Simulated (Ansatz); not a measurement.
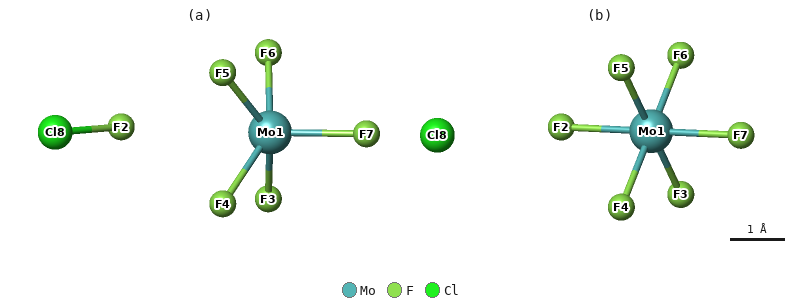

The structure of MoClF6 (multiplicity 2) before (left) and after (right) a relaxation, at one scale.

The picture is a ball-and-stick view, seen face on.

The run prepares an end point of a later path (reaction) calculation, from a guessed geometry.

All numbers below come from UKS PBE/def2-SVP in Ansatz 0.2.0.

Input file:
```yaml
crystal:
  periodic: [false, false, false]
  atoms:
    - { symbol: Mo, position_ang: [-0.001457, 0.001589, -0.353328] }
    - { symbol: F, position_ang: [0.411811, -0.41295, 2.55099] }
    - { symbol: F, position_ang: [1.839336, 0.093425, -0.115077] }
    - { symbol: F, position_ang: [-0.001053, 1.734625, 0.335937] }
    - { symbol: F, position_ang: [-1.734496, 0.000871, 0.336081] }
    - { symbol: F, position_ang: [-0.093235, -1.839232, -0.115037] }
    - { symbol: F, position_ang: [0.016904, -0.016875, -2.167481] }
    - { symbol: Cl, position_ang: [-0.43781, 0.438549, 3.597915] }
magnetization:
  spin_polarized: true
  initial_magnetization: 1
basis:
  gaussian: { orbitals: def2-SVP }
hamiltonian:
  xc: pbe
relax:
  f_tol: 0.03
  max_steps: 50
output:
  orbitals: {}
```

Launched with:
```bash
ansatz run input.yaml --threads 4 --pin off --max-ram 5120MiB --backend cpu --events-out ev --progress --plain --runs-dir out
```

### Summarise the run.

The atom that moves furthest after the best rigid fit is F2 (0.75 Å). By element the largest moves are F 0.75 Å, Cl 0.65 Å, Mo 0.42 Å. Near-neighbour distances that change, for instance: F2–Cl8 1.595 → 2.779 Å, Mo1–F2 2.963 → 1.853 Å, Mo1–F7 1.814 → 1.841 Å, Mo1–F4 1.865 → 1.840 Å. New bonds form, among them: Mo1–F2 (2.96 → 1.85 Å). Bonds break, among them: F2–Cl8 (1.59 → 2.78 Å). Bond angles that change, for instance: F3–Mo1–F5 150.8° → 179.6°, F4–Mo1–F7 112.3° → 90.3°, F4–Mo1–F5 82.2° → 90.2°. The energy falls by 45.2 kcal/mol in 12 accepted moves (13 points after the start). Largest force component: 2.1 eV/Å at the start, 0.0052 eV/Å at the end. The line search rejected the trial step at point 12 of the run. The forces were under the threshold at step 10, but the run went on from there. Cost: 110 s on 4 threads of Arm Neoverse V1 (shared host), peak memory 0.41 GiB.

Limits of the set-up: the start holds two separate molecules, 3.0 Å apart at their closest, whose relative position is a soft coordinate and is computed without a dispersion correction.
